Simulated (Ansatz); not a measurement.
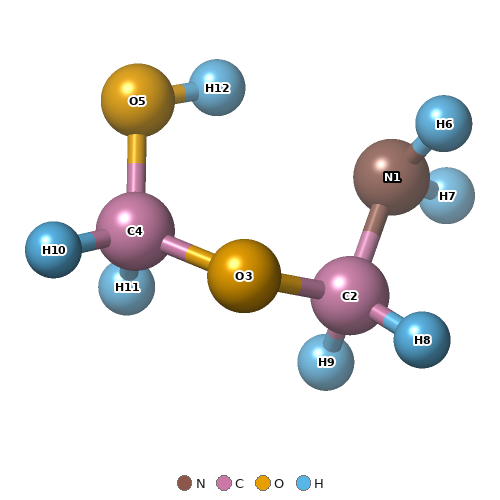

The system is C₂H₇NO₂, SMILES NCOCO; the picture shows the reference structure. 
- First axis: angle C2–O3–C4. Second axis: change of the bonds O3–C2, O3–C4, all alike.
- Nothing is relaxed (all other coordinates rigid).
- The grid has 9 × 9 points. At 3 points there is no value (left out of the scan, as a rule where atoms come close).
- Points are written as (first, second).
- Energies are in kJ/mol, from the relaxed molecule at the same level.
- Computed with RKS PBE-D4/def2-TZVP in Ansatz 0.2.0.

Its coordinates:

```xyz
12

N    -1.0533    0.3614    0.8765
C    -0.4582   -0.8982    0.4099
O     0.0797   -0.7722   -0.8886
C     1.1441    0.1800   -0.9573
O     0.7017    1.5068   -1.0440
H    -1.9797    0.5001    0.4672
H    -1.1540    0.3592    1.8927
H    -1.1748   -1.7341    0.3402
H     0.3336   -1.1667    1.1372
H     1.6950   -0.0417   -1.8808
H     1.8021    0.0236   -0.0744
H     0.1409    1.6268   -0.2445
```

Range: angle C2–O3–C4 from 67.8 to 157.8°; change of the bonds O3–C2, O3–C4, all alike from −0.156 to 0.241 Å.

Predict the map.

Answer. The lowest grid point is at (112.8°, −0.007 Å), 0.17 kJ/mol from the relaxed molecule at the same level. No other kind of well shows on this grid. The highest grid point, (67.8°, −0.007 Å), lies 2350 kJ/mol above the lowest. Round the minimum the valley is somewhat tilted: raising angle C2–O3–C4 shifts the best value of the second coordinate downwards (coupling k₁₂/√(k₁₁k₂₂) about 0.4).

| second ↓, first → | 67.8 | 79.0 | 90.3 | 101.5 | 112.8 | 124.0 | 135.3 | 146.6 | 157.8 |
| --- | --- | --- | --- | --- | --- | --- | --- | --- | --- |
| 0.241 | 960 | 294 | 134 | 105 | 114 | 138 | 170 | 206 | 241 |
| 0.192 | 1121 | 317 | 116 | 73 | 79 | 103 | 136 | 172 | 207 |
| 0.142 | 1331 | 358 | 106 | 47 | 48 | 71 | 104 | 140 | 175 |
| 0.092 | 1599 | 423 | 109 | 29 | 22 | 43 | 76 | 113 | 148 |
| 0.043 | 1930 | 515 | 127 | 21 | 5 | 23 | 55 | 92 | 127 |
| −0.007 | 2350 | 646 | 166 | 28 | 0 | 14 | 44 | 81 | 115 |
| −0.057 | – | 825 | 233 | 55 | 12 | 19 | 47 | 82 | 116 |
| −0.107 | – | 1065 | 337 | 109 | 46 | 45 | 69 | 103 | 136 |
| −0.156 | – | 1375 | 484 | 196 | 109 | 97 | 117 | 149 | 181 |

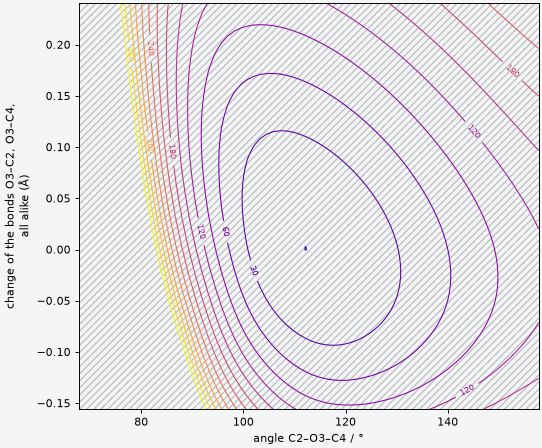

In the figure: contour lines labelled in kJ/mol (none above 390), hatched blanks where no value was computed. Between grid points the surface is interpolated.

Time for the 78 points that were run: 13 min on 1 thread of Arm Neoverse V1, with other jobs on the host.
